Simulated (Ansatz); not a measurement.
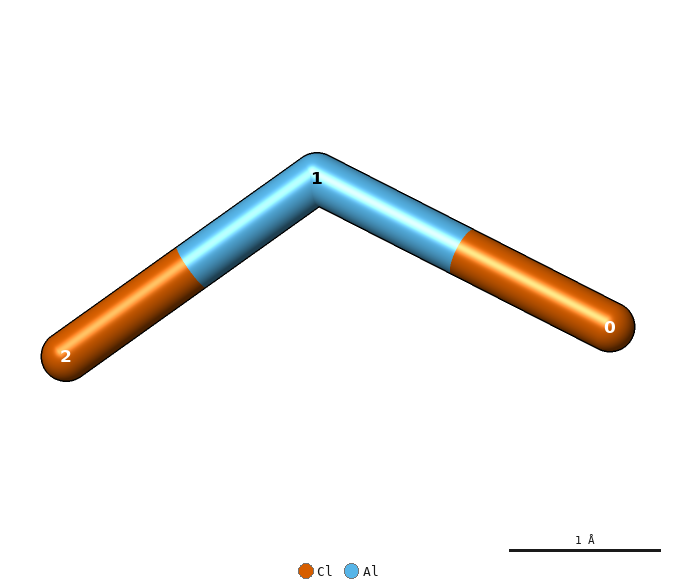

The structure as it stands in the input. Atoms are numbered from 0, in the order of the input.

Ansatz 0.2.0 input:

```yaml
crystal:
  periodic: [false, false, false]
  atoms:
    - {symbol: Cl, position_ang: [1.472405, 0.885664, 0.930074]}
    - {symbol: Al, position_ang: [-0.532335, 0.485806, -0.093430]}
    - {symbol: Cl, position_ang: [-0.960777, -1.435769, -0.719858]}
basis:
  gaussian: {orbitals: def2-TZVPP}
magnetization: {spin_polarized: true, initial_magnetization: 1}
correlation: {method: ccsd_t}
scf: {omitted_lower_state_checks: [cluster_reference]}
output: {forces: true}
```

Result:

```
Functional definition: HF
  name "HF"
  cite "Fock, Z. Phys. 61, 126 (1930) doi:10.1007/BF01340294"
  parent pbe
  exchange = exact_x
  correlation = 0
these checks for a lower state are left out or cut short: cluster_reference
757 factors; integrals over basis functions are off by at most 1.1e-3 eV
mean field evaluation 1: about -31592.4891 eV, gradient 1.2e1 eV
mean field evaluation 2: about -31592.5903 eV, gradient 1.3e1 eV
mean field evaluation 4: about -31594.0629 eV, gradient 1.9e0 eV
mean field evaluation 8: about -31594.1681 eV, gradient 3.0e-1 eV
mean field evaluation 16: about -31594.1708 eV, gradient 2.3e-5 eV
mean field -31594.17082097 eV, -1161.0643623724 hartree, gradient 2.3e-6 eV, S^2 0.754475; 0 other end points of the search recorded, 0 dependent functions left out
15 core orbitals not correlated: weight in the atoms' cores, before any rotation towards them, 1.000 or more for the frozen orbitals, at most 0.000 for the correlated occupied ones
reference -31594.17082097 eV, -1161.0643623724 hartree; 9, 8 occupied and 102, 103 virtual orbitals, 757 factors
second order -11.53506837 eV of doubles, -0.00000000 eV of singles
cycle   1  -12.18796976 eV  change   -6.5e-1 eV  update   6.7e-2
cycle   2  -12.44129489 eV  change   -2.5e-1 eV  update   2.2e-2
cycle   3  -12.49044035 eV  change   -4.9e-2 eV  update   1.2e-2
cycle   4  -12.48272717 eV  change    7.7e-3 eV  update   4.7e-3
cycle   5  -12.48205439 eV  change    6.7e-4 eV  update   1.8e-3
cycle   6  -12.48248540 eV  change   -4.3e-4 eV  update   7.1e-4
cycle   7  -12.48258907 eV  change   -1.0e-4 eV  update   2.9e-4
cycle   8  -12.48267940 eV  change   -9.0e-5 eV  update   1.1e-4
cycle   9  -12.48266883 eV  change    1.1e-5 eV  update   4.2e-5
cycle  10  -12.48265253 eV  change    1.6e-5 eV  update   1.7e-5
cycle  11  -12.48266122 eV  change   -8.7e-6 eV  update   7.9e-6
cycle  12  -12.48266068 eV  change    5.4e-7 eV  update   3.3e-6
cycle  13  -12.48266234 eV  change   -1.7e-6 eV  update   1.4e-6
perturbative correction -0.54560331 eV, -0.0200505519 hartree
the calculation of the forces begins
Total energy: -31607.19908662 eV, -1161.5431423042 hartree
Atom 0 at     1.472405     0.885664     0.930074 Å, force    -1.647699    -0.328545    -0.841197 eV/Å
Atom 1 at    -0.532335     0.485806    -0.093430 Å, force     1.768586     0.870269     1.017846 eV/Å
Atom 2 at    -0.960777    -1.435769    -0.719858 Å, force    -0.120888    -0.541725    -0.176649 eV/Å
Dipole moment:    -0.382568     0.137600    -0.147821 e Å
Checks for a lower state left out: cluster_reference
```
